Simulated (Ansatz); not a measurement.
# One shape, several levels: CHF (SMILES [CH]F)

We compute a comparison of 4 runs (PBE0/STO-3G, UPBE/STO-3G, BCCD(T)/STO-3G, CCSD/STO-3G) of CHF. 

The calculation is run with Ansatz 0.2.0.

55 further runs of the same task are left out: 6 that didn't finish, 49 set aside as unsound or not needed.

**1. The structure to begin with**

The species is CHF (3 atoms), meant as a singlet with charge 0. As SMILES, `[CH]F`. The F2–C1 distance was set to 2.631 Å, away from the relaxed value. At this shape a bond of the SMILES string is far longer than usual.

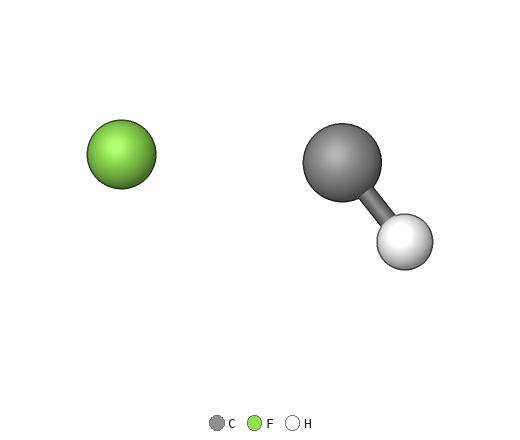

Viewed from a chosen angle; carbon grey, fluorine green, hydrogen white.

**2. The energy at PBE0/STO-3G (run 1)**

in.yaml

```yaml
basis:
  gaussian:
    orbitals: STO-3G
crystal:
  periodic: [false, false, false]
  atoms:
    - {symbol: C, position_ang: [-1.225832, -0.707088, -0.742888]}
    - {symbol: F, position_ang: [0.969610, -0.011280, 0.530170]}
    - {symbol: H, position_ang: [-1.939172, 0.022572, -1.060318]}
magnetization:
  spin_polarized: false
hamiltonian:
  xc: {name: PBE0}
accuracy: high
```

Run with:

```
$ ansatz run in.yaml --threads 1 --pin off --max-ram 2610MiB --events-out events.jsonl --progress --plain --runs-dir runs
```

Output:

```text
Warning: RAYON_NUM_THREADS=1 ignored (pool sized by the plan → 1); use --threads N
Functional definition: PBE0
  name "PBE0"
  parameter a = 0.25
  parameter kappa = 0.804
  parameter beta = 0.06672455060314922
  exchange = (1 - a)*pbe_x(kappa = kappa, mu = beta*pi^2/3) + a*exact_x
  correlation = pbe_c(beta = beta)
160 factors; integrals over basis functions are off by at most 3.2e-8 eV
mean field evaluation 1: about -3691.2724 eV, gradient 1.8e1 eV
mean field evaluation 2: about -3309.9883 eV, gradient 3.6e1 eV
mean field evaluation 4: about -3689.9510 eV, gradient 1.3e1 eV
mean field evaluation 8: about -3701.9285 eV, gradient 1.2e0 eV
mean field evaluation 16: about -3701.9643 eV, gradient 2.9e-7 eV
mean field -3701.96433109 eV, -136.0446798860 hartree, gradient 6.4e-9 eV, S^2 0.000000; 0 other end points of the search recorded, 0 dependent functions left out
reference -3701.96433192 eV, -136.0446799163 hartree; 8, 8 occupied and 3, 3 virtual orbitals, 160 factors
Total energy: -3701.96433192 eV, -136.0446799163 hartree
```

It took 0.48 s on 1 thread of Arm Neoverse V1, shared host.

**3. The energy at UPBE/STO-3G (run 2)**

in.yaml

```yaml
crystal:
  periodic: [false, false, false]
  atoms:
    - symbol: C
      position_ang: [-1.225832, -0.707088, -0.742888]
    - symbol: F
      position_ang: [0.969610, -0.011280, 0.530170]
    - symbol: H
      position_ang: [-1.939172, 0.022572, -1.060318]
basis:
  gaussian:
    orbitals: STO-3G
magnetization:
  spin_polarized: true
hamiltonian:
  xc: pbe
accuracy: high
```

Run with:

```
$ ansatz run in.yaml --threads 1 --pin off --max-ram 2610MiB --events-out events.jsonl --progress --plain --runs-dir runs
```

Output, cut to the lines that bear on the results:

```text
Warning: RAYON_NUM_THREADS=1 ignored (pool sized by the plan → 1); use --threads N
Functional definition: PBE
  name "PBE"
[...]
160 factors; integrals over basis functions are off by at most 3.2e-8 eV
[...]
mean field -3703.18611465 eV, -136.0895796038 hartree, gradient 1.5e-8 eV, S^2 0.900315; 13 other end points of the search recorded, 0 dependent functions left out
reference -3703.18611575 eV, -136.0895796441 hartree; 8, 8 occupied and 3, 3 virtual orbitals, 160 factors
Total energy: -3703.18611575 eV, -136.0895796441 hartree
```

Run time: 4.8 s. Hardware: 1 thread of Arm Neoverse V1, shared host; peak memory 0.095 GiB.

Run 3 isn't shown in full; the table further down has it.

**4. The energy at CCSD/STO-3G (run 4)**

run.yaml

```yaml
crystal:
  periodic: [false, false, false]
  atoms:
    - symbol: C
      position_ang: [-1.225832, -0.707088, -0.742888]
    - symbol: F
      position_ang: [0.969610, -0.011280, 0.530170]
    - symbol: H
      position_ang: [-1.939172, 0.022572, -1.060318]
basis:
  gaussian: {orbitals: STO-3G}
magnetization: {spin_polarized: false, initial_magnetization: 0}
correlation: {method: ccsd, frozen_orbitals: {C: 1, F: 1, H: 0}}
accuracy: high
scf: {omitted_lower_state_checks: [cluster_reference, increment]}
```

Run with:

```
$ ansatz run run.yaml --threads 1 --pin off --max-ram 2610MiB --events-out events.jsonl --progress --plain --runs-dir runs
```

Output:

```text
Warning: RAYON_NUM_THREADS=1 ignored (pool sized by the plan → 1); use --threads N
[... 15 lines left out ...]
2 core orbitals not correlated: weight in the atoms' cores, before any rotation towards them, 1.000 or more for the frozen orbitals, at most 0.000 for the correlated occupied ones
[... 59 lines left out ...]
WARN: these amplitudes may be one of several solutions (largest doubles amplitude 0.85, level shift 16.84 eV)
Total energy: -3695.16785213 eV, -135.7949138909 hartree
Checks for a lower state left out: cluster_reference, increment
```

Wall time 0.22 s (1 thread of Arm Neoverse V1, shared host).

**5. The series**

| run | level | frozen core orbitals | energy (Eh) | wall time |
| --- | --- | --- | --- | --- |
| 1 | PBE0/STO-3G | – | -136.044680 | 0.48 s |
| 2 | UPBE/STO-3G | – | -136.089580 | 4.8 s |
| 3 | BCCD(T)/STO-3G | 2 | -135.795359 | 0.26 s |
| 4 | CCSD/STO-3G | 2 | -135.794914 | 0.22 s |

**6. Outcome**

| quantity | value |
| --- | --- |
| run 4: total energy | -135.79491 Eh |
| run 4: correlation energy (2 core orbitals frozen) | -291.3 mEh |
| run 4: T1 diagnostic | 0.048 |

Totals of different functionals can't be ranked against each other. In run 4 the T1 diagnostic is large, so a single reference may not serve. In runs 3, 4 the log says that unrestricted orbitals would lower the reference, so the values rest on an unstable closed-shell determinant (other closed-shell runs at this shape may share the fault). In runs 1, 2, 3, 4 the basis is minimal, so the values are rough. In runs 1, 4 a closed-shell determinant meets a far-stretched bond, which it describes badly. Spin contamination of the reference: run 2 ⟨S²⟩ = 0.90. Where it is this large, the reference is a mixture of spin states, and values that rest on it are in doubt. All runs together took 5.8 s, the longest 4.8 s.
